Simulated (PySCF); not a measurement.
# Ru₂O: structure of the singlet

Aim: relax Ru₂O as a singlet from a bent start, check by its vibrations whether the end is a minimum, and collect its spectrum and constants.

The runs use PySCF 2.14.0; PBE0, basis O def2-TZVP, Ru def2-TZVP with ECP28, scalar-relativistic core potentials, no spin–orbit coupling, density fitting.

### Step 1. Where the work starts

3 atoms, charge 0, spin multiplicity 1.

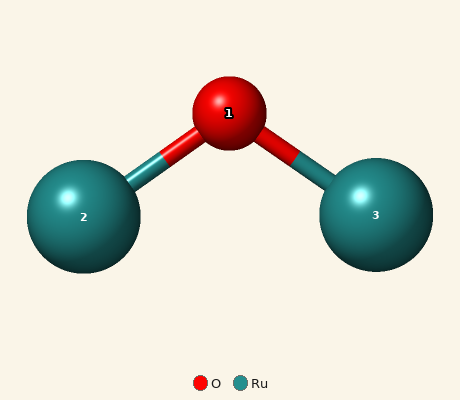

Start geometry, drawn with oxygen red, ruthenium teal; atoms are numbered from 1 in the order of the file.

```xyz
3
charge 0 multiplicity 1
O     0.0000    0.0000    0.0000
Ru    1.5400    0.0000    1.0783
Ru   -1.5400    0.0000    1.0783
```

### Step 2. The SCF at the typed geometry

The steps below are one call of a driver around PySCF. For each, scf.py gives the equivalent set-up of the SCF; relaxations use the driver's own optimiser. After this first run the driver tries any further starts and a stability analysis.

File scf.py:

```python
from pyscf import gto, scf, dft
mol = gto.M(atom='''
O      0.000000     0.000000     0.000000
Ru     1.540000     0.000000     1.078300
Ru    -1.540000     0.000000     1.078300''',
    basis={'O': 'def2-TZVP', 'Ru': 'def2-TZVP'},
    ecp={'Ru': 'def2-TZVP'},
    charge=0, spin=0)
mf = dft.RKS(mol, xc='PBE0')
mf.grids.atom_grid = (50, 194)
aux = {'O': 'def2-universal-JKFIT', 'Ru': 'def2-universal-JKFIT'}
mf = mf.density_fit(auxbasis=aux)
mf.conv_tol = 1e-08
mf.diis_space = 10
mf.max_cycle = 60
mf.init_guess = 'minao'
mf.verbose = 4
mf.kernel()
```

Started as:

```console
$ OMP_NUM_THREADS=2 python axn.py task.json out
```

Output:

```text
init E= -249.109260895181
  HOMO = -0.817796786606657  LUMO = -0.783312737962838  gap/eV = 0.93836
cycle= 1 E= -264.075503260461  delta_E=  -15  |g|=  1.8  |ddm|= 5.62
  HOMO = 0.0660169911924424  LUMO = 0.0874473482699583  gap/eV = 0.58315
cycle= 2 E= -251.175749395856  delta_E= 12.9  |g|= 5.28  |ddm|= 10.8
  HOMO = -0.343271525527584  LUMO = -0.257905245921793  gap/eV = 2.32293
cycle= 3 E= -264.439894338469  delta_E= -13.3  |g|= 1.16  |ddm|= 10.7
  HOMO = -0.242846000225539  LUMO = -0.199590595897362  gap/eV = 1.17704
cycle= 4 E= -264.376050313324  delta_E= 0.0638  |g|= 1.33  |ddm|= 0.993
  HOMO = -0.13494498949761  LUMO = -0.0888158941112316  gap/eV = 1.25524
cycle= 5 E= -264.714011105948  delta_E= -0.338  |g|= 0.106  |ddm|= 0.886
  HOMO = -0.147024295956781  LUMO = -0.0954862953438997  gap/eV = 1.40242
cycle= 6 E= -264.715965101769  delta_E= -0.00195  |g|= 0.0372  |ddm|= 0.0866
  HOMO = -0.15104072420133  LUMO = -0.0977650036819924  gap/eV = 1.44971
cycle= 7 E= -264.716309010099  delta_E= -0.000344  |g|= 0.01  |ddm|= 0.04
  HOMO = -0.152010208819331  LUMO = -0.0986476870510913  gap/eV = 1.45207
cycle= 8 E= -264.716367515293  delta_E= -5.85e-05  |g|= 0.00586  |ddm|= 0.0227
  HOMO = -0.152273394125681  LUMO = -0.0988268519059261  gap/eV = 1.45435
cycle= 9 E= -264.71639944156  delta_E= -3.19e-05  |g|= 0.00249  |ddm|= 0.0178
  HOMO = -0.152402706220398  LUMO = -0.0990083941063418  gap/eV = 1.45293
cycle= 10 E= -264.716415862654  delta_E= -1.64e-05  |g|= 0.000825  |ddm|= 0.0189
  HOMO = -0.152430800736805  LUMO = -0.0990601064871726  gap/eV = 1.45229
cycle= 11 E= -264.716417677826  delta_E= -1.82e-06  |g|= 0.00181  |ddm|= 0.0064
  HOMO = -0.152431683275664  LUMO = -0.0990627977067646  gap/eV = 1.45224
cycle= 12 E= -264.71641837879  delta_E= -7.01e-07  |g|= 0.000772  |ddm|= 0.00134
  HOMO = -0.152411401572727  LUMO = -0.0990713932222036  gap/eV = 1.45146
cycle= 13 E= -264.716419505822  delta_E= -1.13e-06  |g|= 0.000197  |ddm|= 0.00495
  HOMO = -0.15239905733543  LUMO = -0.0990739486135084  gap/eV = 1.45105
cycle= 14 E= -264.716419867896  delta_E= -3.62e-07  |g|= 9.31e-05  |ddm|= 0.0032
  HOMO = -0.152382768683757  LUMO = -0.0990673532666726  gap/eV = 1.45079
cycle= 15 E= -264.716419968956  delta_E= -1.01e-07  |g|= 7.97e-05  |ddm|= 0.00167
  HOMO = -0.1523847090228  LUMO = -0.0990738839309344  gap/eV = 1.45066
cycle= 16 E= -264.716420012245  delta_E= -4.33e-08  |g|= 5.26e-05  |ddm|= 0.00125
  HOMO = -0.152388505684019  LUMO = -0.0990793277136675  gap/eV = 1.45062
cycle= 17 E= -264.716420024889  delta_E= -1.26e-08  |g|= 2.94e-05  |ddm|= 0.000687
  HOMO = -0.152387162936483  LUMO = -0.0990799936059368  gap/eV = 1.45056
cycle= 18 E= -264.716420028306  delta_E= -3.42e-09  |g|= 1.14e-05  |ddm|= 0.000415
  HOMO = -0.15238858513808  LUMO = -0.0990809059037403  gap/eV = 1.45058
Extra cycle  E= -264.716420028488  delta_E= -1.83e-10  |g|= 1.64e-05  |ddm|= 4.71e-05
converged SCF energy = -264.716420028488
```

This step, with its further starts and checks, took 24 s on 2 threads of Arm Neoverse V2, shared host.

Energies from each starting density:

| start | energy (Eh) |
| --- | --- |
| the minimal-basis guess | -264.716420 |
| a thermally smeared density | -264.716420 |
| a smeared PBE density | -264.716420 |

Where DIIS stalls, the driver goes on with a level shift of 0.3 Eh and then with a second-order solver.

This is not the lowest solution: one lies 19.9 kJ/mol lower, at -264.72399 Eh, and the relaxation starts from that.

### Step 3. Relaxing the singlet from the bent start

The program finds C2v symmetry in the start, which this walk keeps.

scf.py: that of step 2 with these lines changed.

```diff
@@ -3,3 +3,3 @@
-O      0.000000     0.000000     0.000000
-Ru     1.540000     0.000000     1.078300
-Ru    -1.540000     0.000000     1.078300''',
+O      0.000000     0.000000    -0.999833
+Ru     1.540000     0.000000     0.078467
+Ru    -1.540000     0.000000     0.078467''',
@@ -16 +15,0 @@
-mf.init_guess = 'minao'
```

Steps of the walk:

| step | energy (Eh) | change (kJ/mol) | largest symmetric gradient (Eh/bohr) |
| --- | --- | --- | --- |
| 0 | -264.723988 | 0.00 | 0.06882 |
| 1 | -264.744826 | -54.71 | 0.03840 |
| 2 | -264.748505 | -64.37 | 0.03369 |
| 3 | -264.750731 | -70.21 | 0.00706 |
| 4 | -264.751393 | -71.95 | 0.00617 |
| 5 | -264.752121 | -73.86 | 0.00676 |
| 6 | -264.752920 | -75.96 | 0.00756 |
| 7 | -264.753789 | -78.24 | 0.00842 |
| 8 | -264.754731 | -80.71 | 0.00933 |
| 9 | -264.755742 | -83.37 | 0.01025 |
| 10 | -264.756806 | -86.16 | 0.01101 |
| 11 | -264.757851 | -88.91 | 0.01111 |
| 12 | -264.775795 | -136.02 | 0.03973 |
| 13 | -264.768692 | -117.37 | 0.09073 |
| 14 | -264.777004 | -139.19 | 0.02413 |
| 15 | -264.778167 | -142.25 | 0.00667 |
| 16 | -264.778271 | -142.52 | 0.00096 |
| 17 | -264.778272 | -142.52 | 0.00004 |

The walk took 52 s.

Geometry (Å) and forces (eV/Å) at some steps:

```
step 0
O    0.000   0.000  -1.000  -0.860   0.000   3.092
Ru   1.540   0.000   0.078  -3.109   0.000  -1.243
Ru  -1.540   0.000   0.078   3.969   0.000  -1.850
step 1
O    0.000   0.000  -0.954  -0.785   0.000   1.393
Ru   1.468   0.000   0.056  -1.582   0.000  -0.424
Ru  -1.468   0.000   0.056   2.367   0.000  -0.969
step 9
O    0.000   0.000  -1.083  -1.325   0.000  -0.196
Ru   1.295   0.000   0.120   0.136   0.000   0.712
Ru  -1.295   0.000   0.120   1.190   0.000  -0.516
step 17
O    0.000   0.000  -1.346  -0.001   0.000   0.002
Ru   1.041   0.000   0.252  -0.001   0.000  -0.001
Ru  -1.041   0.000   0.252   0.002   0.000  -0.001
```

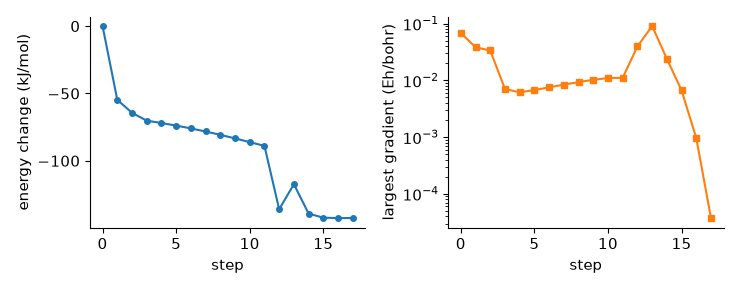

Energy and largest gradient along the walk.

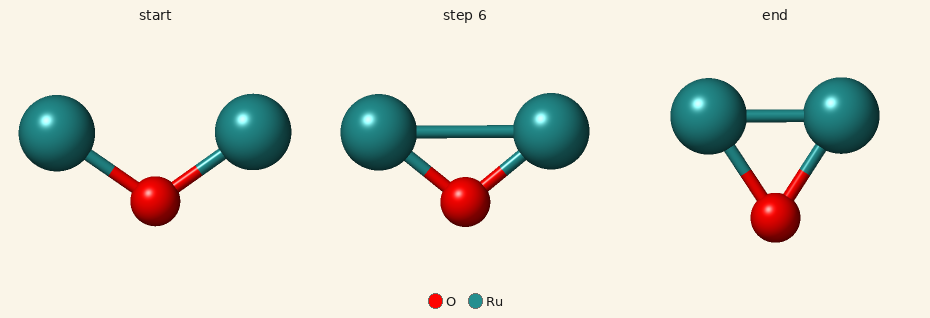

The geometry along the walk, at one scale.

It settles in C2v symmetry, 142.5 kJ/mol below the start, after 17 steps: O–Ru 1.907 Å (×2), Ru–Ru 2.082 Å; O–Ru–Ru 56.9° (×2), Ru–O–Ru 66.2°.

### Step 4. Hessian and properties

The point is checked on the finer grid, and tightened if its gradient asks for it. The Hessian and the dipole derivatives come from central differences of analytic gradients, with steps of 0.02 bohr.

scf.py: that of step 3 with these lines changed.

```diff
@@ -3,3 +3,3 @@
-O      0.000000     0.000000    -0.999833
-Ru     1.540000     0.000000     0.078467
-Ru    -1.540000     0.000000     0.078467''',
+O      0.000000     0.000000    -1.481164
+Ru     1.041008     0.000000     0.116242
+Ru    -1.041008     0.000000     0.116242''',
@@ -10 +10 @@
-mf.grids.atom_grid = (50, 194)
+mf.grids.atom_grid = (75, 302)
@@ -13 +13 @@
-mf.conv_tol = 1e-08
+mf.conv_tol = 1e-10
```

This SCF starts from the last density.

Log of the central SCF (cycles and frontier levels):

```text
init E= -264.77844329065
  HOMO = -0.198481309879347  LUMO = -0.116851517701648  gap/eV = 2.22126
cycle= 1 E= -264.778443290651  delta_E= -8.53e-13  |g|= 1.2e-05  |ddm|= 1.79e-05
  HOMO = -0.198480770869698  LUMO = -0.116849041971617  gap/eV = 2.22131
cycle= 2 E= -264.778443290463  delta_E= 1.88e-10  |g|= 3.45e-05  |ddm|= 3.22e-05
  HOMO = -0.198480403977055  LUMO = -0.116850287848974  gap/eV = 2.22127
cycle= 3 E= -264.778443290682  delta_E= -2.2e-10  |g|= 6.32e-06  |ddm|= 2.05e-05
  HOMO = -0.198480804030921  LUMO = -0.116850630239275  gap/eV = 2.22127
cycle= 4 E= -264.778443290687  delta_E= -4.72e-12  |g|= 5.74e-06  |ddm|= 6.01e-06
  HOMO = -0.198480987294973  LUMO = -0.116850732337718  gap/eV = 2.22127
Extra cycle  E= -264.778443290351  delta_E= 3.36e-10  |g|= 4.34e-05  |ddm|= 2.57e-05
converged SCF energy = -264.778443290351
```

The whole step took 29 s.

Geometry: C2v; O–Ru 1.907 Å (×2), Ru–Ru 2.082 Å; O–Ru–Ru 56.9° (×2), Ru–O–Ru 66.2°.

Harmonic modes (main isotopes):

```csv
symmetry,ω (cm⁻¹),IR (km/mol)
a1,391,7.6
b2,427,3.4
a1,749,110
```

All wavenumbers are real: a minimum.

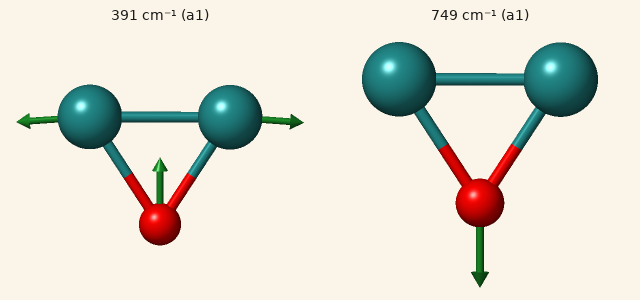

How the atoms move in 2 of the modes.

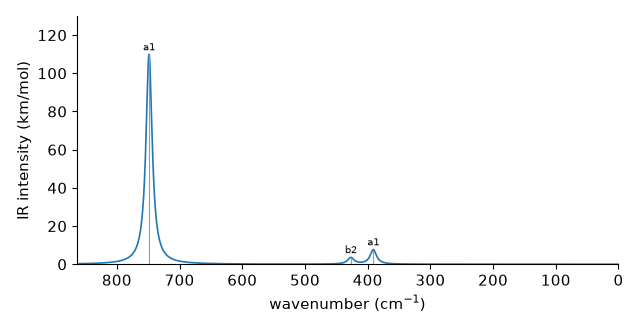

The harmonic infrared spectrum (widths in cm⁻¹). Lines are broadened to a width of 12 cm⁻¹ (Lorentzian).

Properties at this point:

```yaml
Dipole_moment: 2.48 D
Highest_occupied_level: -5.40 eV
Lowest_empty_level: -3.18 eV
Rotational_constants: 0.4454, 0.07632, 0.06516 cm⁻¹
Zero-point_energy: 9.4 kJ/mol
Principal_polarisabilities: 68.9, 74.1, 107.8 bohr³
Atomisation_energy_without_zero-point_energy: 449 kJ/mol
Principal_traceless_quadrupole_moments_about_the_centre_of_mass: -10.06, -7.73, 17.80 D Å
Entropy_at_298.15_K_and_1_bar: 288.4 J/(mol K)
Heat_capacity_Cp_at_298.15_K: 48.5 J/(mol K)
Enthalpy_at_298.15_K_above_0_K: 11.75 kJ/mol
Rotational_symmetry_number: 2
```

Charges (e) and bond orders:

```json
{"atom": "O1", "Mulliken": "-0.69", "Löwdin": "-0.36", "polar tensor": "-0.64", "Mayer order to O1": "–"}
{"atom": "Ru2,3", "Mulliken": "0.34", "Löwdin": "0.18", "polar tensor": "0.32", "Mayer order to O1": "0.96"}
```

Mulliken populations on O1: s 3.97, p 4.68, d 0.03, f 0.00.

### Step 5. The broken-symmetry singlet

A stability analysis found the closed shell of the lowest minimum unstable towards spin polarisation, so the unrestricted solution is followed.

The program finds C2v symmetry in the start, which may break. Threshold on the gradient: 0.0003 Eh/bohr, with a further test on the energy change.

scf.py: that of step 4 with these lines changed.

```diff
@@ -9,2 +9,2 @@
-mf = dft.RKS(mol, xc='PBE0')
-mf.grids.atom_grid = (75, 302)
+mf = dft.UKS(mol, xc='PBE0')
+mf.grids.atom_grid = (50, 194)
@@ -13 +13 @@
-mf.conv_tol = 1e-10
+mf.conv_tol = 1e-08
```

Steps of the walk:

| step | energy (Eh) | change (kJ/mol) | largest gradient (Eh/bohr) |
| --- | --- | --- | --- |
| 0 | -264.810409 | 0.00 | 0.08811 |
| 1 | -264.824953 | -38.18 | 0.04478 |
| 2 | -264.841285 | -81.06 | 0.02868 |
| 3 | -264.846138 | -93.80 | 0.00806 |

The walk took 1.7 min.

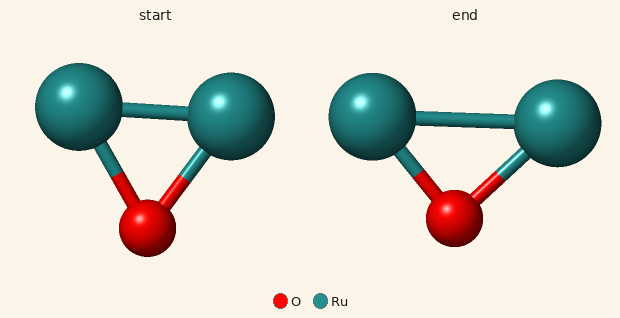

Start and end of the relaxation.

It was stopped by the time limit after 3 steps, so the last geometry (O–Ru 1.788 Å, O–Ru 1.915 Å, Ru–Ru 2.530 Å) is no stationary point.

### Step 6. Summary of results

| quantity | value |
| --- | --- |
| minimum | singlet, C2v (closed shell, unstable towards spin polarisation) |
| geometry | O–Ru 1.907 Å (×2), Ru–Ru 2.082 Å; O–Ru–Ru 56.9° (×2), Ru–O–Ru 66.2° |
| wavenumbers (cm⁻¹) | 391 (a1), 427 (b2), 749 (a1) |
| dipole moment | 2.48 D |
| highest occupied, lowest empty level | -5.40, -3.18 eV |
| polar-tensor charge of O1 | -0.64 e |
| zero-point energy | 9.4 kJ/mol |

In words: The molecule stays C2v, as typed, and the end point is a minimum. In the infrared the band at 749 cm⁻¹ (a1) leads. The first SCF alone would have been 20 kJ/mol too high. Only this shape and spin were tried, so other structures or states may lie lower. The closed shell proved unstable towards spin polarisation, so a lower open-shell solution exists.

The search up to here took 3.6 min on 2 threads of Arm Neoverse V2, shared host.
